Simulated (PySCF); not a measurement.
Ionisation energy of Kr⁺ ([Ar] 3d¹⁰ 4s² 4p⁵ → [Ar] 3d¹⁰ 4s² 4p⁴). PySCF, aug-cc-pV5Z-PP with a 10-electron core potential, unrestricted single determinants, no spin-orbit coupling. Methods marked “valence” freeze 18 core electrons.

The results, method by method:

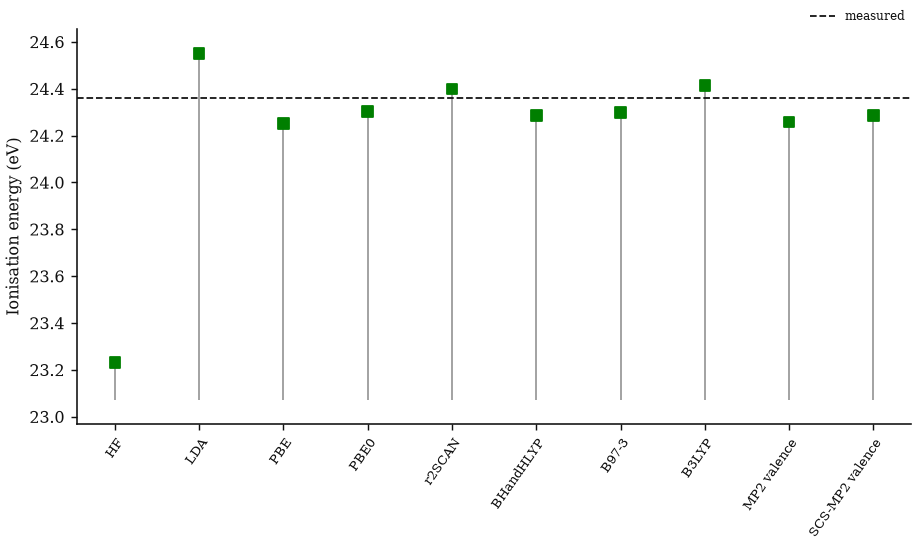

| Method | Ionisation energy (eV) |
| --- | --- |
| HF | 23.23 |
| LDA | 24.55 |
| PBE | 24.25 |
| PBE0 | 24.30 |
| r2SCAN | 24.40 |
| BHandHLYP | 24.29 |
| B97-3 | 24.30 |
| B3LYP | 24.41 |
| MP2 valence | 24.26 |
| SCS-MP2 valence | 24.29 |

The values run from 23.23 eV (HF) to 24.55 eV (LDA). The measured value is 24.36 eV; nearest to it come r2SCAN (+0.04) and B3LYP (+0.05), furthest HF (−1.13 eV).

Known limits: spin-orbit shift not estimated.
